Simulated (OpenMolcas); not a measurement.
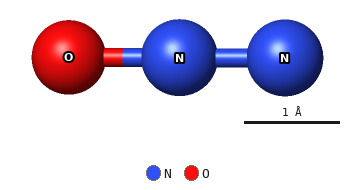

The input geometry (ball-and-stick view, seen on its broad side). Bond lengths as drawn: N–N 1.12 Å and N–O 1.17 Å.

# N₂O: excited-state calculation (part 1 of 2)

N₂O, SMILES N#[N+][O-], computed with FCI/STO-3G, RHF (OpenMolcas 26.06).

The geometry comes from this level: PBE0-D4/def2-TZVP.

### Log
```
--- Start Module: gateway ---

                                              &GATEWAY

                       available to each process: 1.9 GB of memory, 1 thread

 Basis Set     1 Label: N.STO-3G
 Basis set is read from library:.
 basistype.tbl is not found

 Basis Set     2 Label: O.STO-3G
 Basis set is read from library:.
 basistype.tbl is not found

++    Symmetry information:
      ---------------------

                    Character Table for C1

                             E
                    a        1  x, y, xy, Rz, z, xz, Ry, yz, Rx, I
--

++    Basis set information:
      ----------------------

      Basis set label: N.STO-3G.........

      Electronic valence basis set:
      ------------------
      Associated Effective Charge   7.000000 au
      Associated Actual Charge      7.000000 au
      Nuclear Model: Point charge

      Shell  nPrim  nBasis  Cartesian Spherical Contaminant
         s       6       2        X
         p       3       1        X

      Basis set label: O.STO-3G.........

      Electronic valence basis set:
      ------------------
      Associated Effective Charge   8.000000 au
      Associated Actual Charge      8.000000 au
      Nuclear Model: Point charge

      Shell  nPrim  nBasis  Cartesian Spherical Contaminant
         s       6       2        X
         p       3       1        X
--

++    Molecular structure info:
      -------------------------

                    ************************************************
                    **** Cartesian Coordinates / bohr, angstrom ****
                    ************************************************

     Center  Label                x              y              z                     x              y              z
        1      N1              -0.966973       1.892183      -0.317285             -0.511700       1.001300      -0.167900
        2      N2              -0.015874       0.031180      -0.005291             -0.008400       0.016500      -0.002800
        3      O3               0.982847      -1.923363       0.322576              0.520100      -1.017800       0.170700

                    ***************************************
                    *    InterNuclear Distances / bohr    *
                    ***************************************

               1 N1            2 N2            3 O3
    1 N1       0.000000
    2 N2       2.113116        0.000000
    3 O3       4.332391        2.219275        0.000000

                    *******************************************
                    *    InterNuclear Distances / angstrom    *
                    *******************************************

               1 N1            2 N2            3 O3
    1 N1       0.000000
    2 N2       1.118213        0.000000
    3 O3       2.292602        1.174390        0.000000

                    **************************************
                    *    Valence Bond Angles / degree    *
                    **************************************
                          Atom centers                 Phi
                      1 N1       2 N2       3 O3       179.99
--

            Nuclear Potential Energy             61.34786172 au

--- Stop Module: gateway /rc=_RC_ALL_IS_WELL_ ---

--- Start Module: seward ---

                                              &SEWARD

                       available to each process: 1.9 GB of memory, 1 thread

               SEWARD will generate:
                  Multipole Moment integrals up to order  2
                  Kinetic Energy integrals
                  Nuclear Attraction integrals (point charge)
                  One-Electron Hamiltonian integrals
                  Velocity integrals
                  Orbital angular momentum around (  0.0445  -0.0871   0.0146 )
                  Velocity quadrupole around (  0.0445  -0.0871   0.0146 )
                  Two-Electron Repulsion integrals

                   Integrals are discarded if absolute value <: 1.00E-14
                   Integral cutoff threshold is set to       <: 1.00E-16

            Nuclear Potential Energy             61.34786172 au

      Basis set specifications :
      Symmetry species         a
      Basis functions           15

--- Stop Module: seward /rc=_RC_ALL_IS_WELL_ ---

--- Start Module: rasscf ---

                                              &RASSCF

                       available to each process: 1.9 GB of memory, 1 thread

      Header of the ONEINT file:
      --------------------------

      OrdInt status: non-squared

      Cartesian coordinates in angstrom:
      -----------------------------------------------------
      No.  Label        X            Y            Z
      -----------------------------------------------------
       1   N1        -0.51170000   1.00130000  -0.16790000
       2   N2        -0.00840000   0.01650000  -0.00280000
       3   O3         0.52010000  -1.01780000   0.17070000
      -----------------------------------------------------
      Nuclear repulsion energy =   61.34786172

++    Wave function specifications:
      -----------------------------

      Number of closed shell electrons           6
      Number of electrons in active shells      16
      Max number of holes in RAS1 space          0
      Max nr of electrons in RAS3 space          0
      Number of inactive orbitals                3
      Number of active orbitals                 12
      Number of secondary orbitals               0
      Spin quantum number                      0.0
      State symmetry                             1
--

++    Orbital specifications:
      -----------------------

      Symmetry species                           1
                                                 a
      Frozen orbitals                            0
      Inactive orbitals                          3
      Active orbitals                           12
      RAS1 orbitals                              0
      RAS2 orbitals                             12
      RAS3 orbitals                              0
      Secondary orbitals                         0
      Deleted orbitals                           0
      Number of basis functions                 15
--

++    CI expansion specifications:
      ----------------------------

      Number of CSFs                         70785
      Number of spin combinations           122760
      Number of determinants                245025
      Number of root(s) required                 4
      Root chosen for geometry opt.              4
      CI roots used                              1     2     3     4
      weights                                0.250 0.250 0.250 0.250
      highest root included in the CI            4
      max. size of the explicit Hamiltonian    200
--

++    Optimization specifications:
      ----------------------------

      RASSCF algorithm: Conventional
      Maximum number of macro iterations       200
      Maximum number of SX iterations          100
      Threshold for RASSCF energy            1.000E-08
      Threshold for max MO rotation          1.000E-01
      Threshold for max BLB element          1.000E-04
      Level shift parameter                  5.000E-01
      Make Quasi-Newton update
--

      The MO-coefficients are taken from the file:
      step1.ScfOrb
      Title: SCF orbitals

      Total molecular charge    0.00

      ************************************************************************************************************************
      *                                            Wave function control section                                             *
      ************************************************************************************************************************

                                         CASCI only, no orbital optimization will be done.
                                         -------------------------------------------------

          iter iter root      energy       change     param      element    value   shift minimum  type update hh:mm:ss
 Nr of preliminary CI iterations:  15
        1   1    0    0  -181.23632848    0.00E+00   0.00E+00    2  14 1  1.31E-02*  0.00   0.00    SX    NO    0:00:23

      ************************************************************************************************************************
                                                      Wave function printout:
                       occupation of active orbitals, and spin coupling of open shells (u,d: Spin up or down)
      ************************************************************************************************************************

      Note: transformation to natural orbitals
      has been made, which may change the order of the CSFs.

      printout of CI-coefficients larger than  0.05 for root  1
      energy=    -181.428582
      conf/sym  111111111111     Coeff  Weight
             1  222222220000  -0.92236 0.85075
             2  2222222ud000  -0.05191 0.00270
             4  222222202000   0.13396 0.01794
             8  222222u20d00  -0.05191 0.00270
            10  222222udud00   0.12463 0.01553
            12  222222uudd00   0.12403 0.01538
            17  222222020200   0.13395 0.01794
           129  22222u2ud0d0   0.06001 0.00360
           144  22222uu20dd0   0.06001 0.00360
          2416  222202222000   0.06084 0.00370
          2592  222ud222ud00  -0.05490 0.00301
          3295  222022220200   0.06084 0.00370
          5986  222uu222dd00  -0.05031 0.00253

      printout of CI-coefficients larger than  0.05 for root  2
      energy=    -181.176486
      conf/sym  111111111111     Coeff  Weight
             3  222222u2d000   0.66072 0.43656
             5  222222ud2000  -0.06708 0.00450
             7  2222222u0d00  -0.66072 0.43656
             9  22222220ud00   0.06708 0.00450
            11  22222202ud00  -0.06708 0.00450
            16  222222ud0200   0.06708 0.00450
           320  2222u22dud00   0.08224 0.00676
           322  2222u22udd00   0.05302 0.00281
           329  2222u2d20200   0.06921 0.00479
           527  222u222d2000   0.06921 0.00479
           531  222u22d2ud00   0.08224 0.00676
           533  222u22u2dd00  -0.05302 0.00281
          2418  2222022u2d00  -0.06180 0.00382
          3297  222022u2d200  -0.06180 0.00382

      printout of CI-coefficients larger than  0.05 for root  3
      energy=    -181.170123
      conf/sym  111111111111     Coeff  Weight
             3  222222u2d000  -0.65500 0.42902
             5  222222ud2000   0.07739 0.00599
             7  2222222u0d00  -0.65500 0.42902
             9  22222220ud00   0.07274 0.00529
            11  22222202ud00   0.07274 0.00529
            16  222222ud0200   0.07739 0.00599
           320  2222u22dud00   0.09596 0.00921
           329  2222u2d20200   0.07195 0.00518
           527  222u222d2000  -0.07195 0.00518
           531  222u22d2ud00  -0.09596 0.00921
          2418  2222022u2d00  -0.06208 0.00385
          3297  222022u2d200   0.06208 0.00385

      printout of CI-coefficients larger than  0.05 for root  4
      energy=    -181.170123
      conf/sym  111111111111     Coeff  Weight
             2  2222222ud000   0.65499 0.42902
             4  222222202000  -0.10615 0.01127
             8  222222u20d00  -0.65500 0.42903
            17  222222020200   0.10615 0.01127
           317  2222u22d2000  -0.12688 0.01610
           539  222u22d20200  -0.12688 0.01610
          2419  222202u22d00  -0.06129 0.00376
          3296  2220222ud200  -0.06129 0.00376

      Natural orbitals and occupation numbers for root  1
      sym 1:   1.997798   1.994126   1.981757   1.973900   1.973899   1.968796   1.904458   1.904456   0.124262   0.124260
               0.038427   0.013861

      Natural orbitals and occupation numbers for root  2
      sym 1:   1.995559   1.998294   1.981044   1.957346   1.957346   1.974832   1.492357   1.492357   0.551488   0.551487
               0.035424   0.012466

      Natural orbitals and occupation numbers for root  3
      sym 1:   1.990834   1.996908   1.978341   1.956586   1.956586   1.972736   1.495733   1.495732   0.554226   0.554226
               0.035436   0.012655

      Natural orbitals and occupation numbers for root  4
      sym 1:   1.990834   1.996908   1.978341   1.956586   1.956586   1.972735   1.495727   1.495737   0.554221   0.554231
               0.035436   0.012655

      ************************************************************************************************************************
      *                                                    Final results                                                     *
      ************************************************************************************************************************
```
